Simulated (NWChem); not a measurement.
# C4H5N (3-butenenitrile): levels of theory compared

We compute a comparison of 6 runs (HF/STO-3G, HF/3-21G, HF/def2-SVP, MP2/6-31G**, MP2/def2-SVP, CCSD/def2-SVP) of C4H5N (3-butenenitrile). 

The calculation is run with NWChem 7.3.0.

1 further run of the same task is left out (set aside as unsound or not needed).

### 1 Starting point

The species is C4H5N (10 atoms), meant as a singlet with charge 0. As SMILES, `C=CCC#N`. The coordinates come from a PBE0-D4/def2-TZVP relaxation. This is one conformer, not always the lowest.

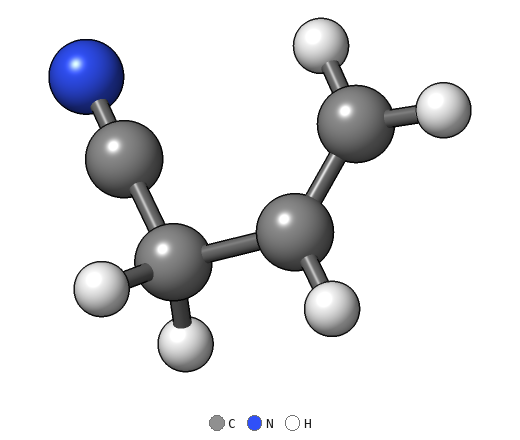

Viewed from a chosen angle; carbon grey, nitrogen blue, hydrogen white.

### 2 Energy and gradient at HF/STO-3G (run 1)

test.nw

```
start test
memory stack 880 mb heap 220 mb global 1100 mb

geometry noautosym nocenter noautoz
C       -1.129800      -0.688300      -0.726400
C       -0.331500      -0.736700       0.326700
C        0.719500       0.278700       0.674500
C        0.811600       1.377200      -0.272100
N        0.873900       2.238900      -1.029700
H       -1.078900       0.123300      -1.444900
H       -1.863000      -1.465500      -0.902800
H       -0.403000      -1.561200       1.030500
H        0.524400       0.697000       1.668600
H        1.702000      -0.202800       0.738800
end

basis spherical bse
* library STO-3G
end

scf
thresh 1e-08
maxiter 80
end

task scf gradient
```

Run with:

```
$ nwchem test.nw > test.out
```

Output:

```text
[...]
  functions       =    30
[...]
  wavefunction    = RHF
[...]
         Total SCF energy =   -206.201989878522
      One-electron energy =   -563.152865170477
      Two-electron energy =    213.539673226037
 Nuclear repulsion energy =    143.411202065918
        Time for solution =      1.6s
[...]
                         RHF ENERGY GRADIENTS
    atom               coordinates                        gradient
                 x          y          z           x          y          z
   1 C      -2.135012  -1.300698  -1.372697   -0.014611   0.000498  -0.018747
   2 C      -0.626444  -1.392161   0.617373    0.029435   0.015513   0.022201
   3 C       1.359658   0.526667   1.274620   -0.016615   0.007439  -0.028368
   4 C       1.533702   2.602531  -0.514194   -0.000672  -0.012046   0.010990
   5 N       1.651432   4.230908  -1.945851   -0.001486  -0.012772   0.010399
   6 H      -2.038825   0.233003  -2.730465    0.001873   0.003442  -0.001029
   7 H      -3.520560  -2.769393  -1.706045   -0.000538  -0.002108   0.001321
   8 H      -0.761560  -2.950240   1.947363   -0.000336  -0.001832   0.001301
   9 H       0.990972   1.317139   3.153197    0.000505   0.001655   0.001708
  10 H       3.216314  -0.383236   1.396130    0.002445   0.000211   0.000223
[...]
```

Run time: 2.3 s. Hardware: 1 thread of Intel Xeon 6975P-C (Granite Rapids), shared host; peak memory 0.1 GiB.

### 3 Energy and gradient at HF/3-21G (run 2)

sp.nw

```
start sp
title "C4H5N"
memory total 2200 mb
charge 0

geometry units angstroms noautosym nocenter noautoz
C     -1.129800    -0.688300    -0.726400
C     -0.331500    -0.736700     0.326700
C      0.719500     0.278700     0.674500
C      0.811600     1.377200    -0.272100
N      0.873900     2.238900    -1.029700
H     -1.078900     0.123300    -1.444900
H     -1.863000    -1.465500    -0.902800
H     -0.403000    -1.561200     1.030500
H      0.524400     0.697000     1.668600
H      1.702000    -0.202800     0.738800
end

basis spherical bse
* library 3-21G
end

scf
thresh 1e-08
maxiter 80
end

task scf gradient
```

Run with:

```
$ nwchem sp.nw > sp.out
```

Output:

```text
[...]
  functions       =    55
[...]
  wavefunction    = RHF
[...]
         Total SCF energy =   -207.637953198572
      One-electron energy =   -563.159670557557
      Two-electron energy =    212.110515293067
 Nuclear repulsion energy =    143.411202065918
        Time for solution =      1.9s
[...]
                         RHF ENERGY GRADIENTS
    atom               coordinates                        gradient
                 x          y          z           x          y          z
   1 C      -2.135012  -1.300698  -1.372697   -0.002669  -0.000083  -0.003129
   2 C      -0.626444  -1.392161   0.617373    0.012548   0.010897   0.005329
   3 C       1.359658   0.526667   1.274620   -0.012088  -0.003228  -0.012312
   4 C       1.533702   2.602531  -0.514194   -0.001284  -0.023797   0.021716
   5 N       1.651432   4.230908  -1.945851    0.001235   0.020782  -0.018750
   6 H      -2.038825   0.233003  -2.730465    0.001548   0.007379  -0.005221
   7 H      -3.520560  -2.769393  -1.706045   -0.005127  -0.006234  -0.000497
   8 H      -0.761560  -2.950240   1.947363   -0.000529  -0.006602   0.005659
   9 H       0.990972   1.317139   3.153197    0.000311   0.002624   0.005850
  10 H       3.216314  -0.383236   1.396130    0.006055  -0.001737   0.001355
[...]
```

It took 2.7 s on 1 thread of Intel Xeon 6975P-C (Granite Rapids), shared host; peak memory 0.1 GiB.

Runs 3 to 5 aren't shown in full; the table further down has their settings and results.

### 4 A single-point energy at CCSD/def2-SVP (run 6)

mol.nw

```
start mol
memory stack 880 mb heap 220 mb global 1100 mb

geometry units atomic noautosym nocenter noautoz
 C   -2.13501258  -1.30069849  -1.37269706
 C   -0.62644421  -1.39216124   0.61737352
 C    1.35965795   0.52666667   1.27462027
 C    1.53370172   2.60253082  -0.51419448
 N    1.65143166   4.23090782  -1.94585099
 H   -2.03882552   0.23300323  -2.73046528
 H   -3.52055977  -2.76939364  -1.70604475
 H   -0.76155963  -2.95024043   1.94736277
 H    0.99097238   1.31713911   3.15319701
 H    3.21631386  -0.38323646   1.39612966
end

basis spherical bse
 C library def2-SVP
 N library def2-SVP
 H library def2-SVP
end

scf
 thresh 1e-08
 maxiter 80
 print low
end

ccsd
 freeze core 5
 maxiter 60
end

task ccsd energy
```

Run with:

```
$ nwchem mol.nw > mol.out
```

Output:

```text
[...]
  functions       =    95
[...]
  wavefunction    = RHF
[...]
         Total SCF energy =   -208.644332849966
      One-electron energy =   -564.584532168023
      Two-electron energy =    212.529007613638
 Nuclear repulsion energy =    143.411191704419
        Time for solution =     10.2s
[...]
 Total MP2 energy:           -209.324904784442026
[...]
             energy      energy      error      ampl     ampl      Block
                                                time     time      time
[...]
 Total CCSD energy:           -209.363978175899433
[...]
```

Wall time 88 s (1 thread of Intel Xeon 6975P-C (Granite Rapids), shared host); peak memory 0.27 GiB.

### 5 All runs side by side

```
run                              level  module  frozen core orbitals  energy (Eh)  dipole moment (D)  largest force (eV/Å)  wall time
  1                          HF/STO-3G     scf                     –  -206.201990               3.04                 2.057      2.3 s
  2                           HF/3-21G     scf                     –  -207.637953               3.80                 1.658      2.7 s
  3                        HF/def2-SVP     scf                     –  -208.644333               3.93                 2.963       13 s
  4  MP2/6-31G** (spherical functions)     mp2                     5  -209.490882               3.60                 3.768       30 s
  5                       MP2/def2-SVP     mp2                     5  -209.324905               3.52                 3.304       25 s
  6                      CCSD/def2-SVP    ccsd                     5  -209.363978                  –                     –       88 s
```

### 6 Summary of results

| quantity | value |
| --- | --- |
| run 6: total energy | -209.36398 Eh |
| run 6: correlation energy (5 core orbitals frozen) | -719.6 mEh |

**Reading.** Below the HF energy at the same shape and in the same basis (def2-SVP): MP2 -680.6 mEh; CCSD -719.6 mEh. Over runs 1, 2, 3, 4, 5 the dipole moment (its size) runs from 3.04 D (HF/STO-3G) to 3.93 D (HF/def2-SVP). In run 1 the basis is minimal, so the values are rough. All runs together took 2.7 min, the longest 88 s.
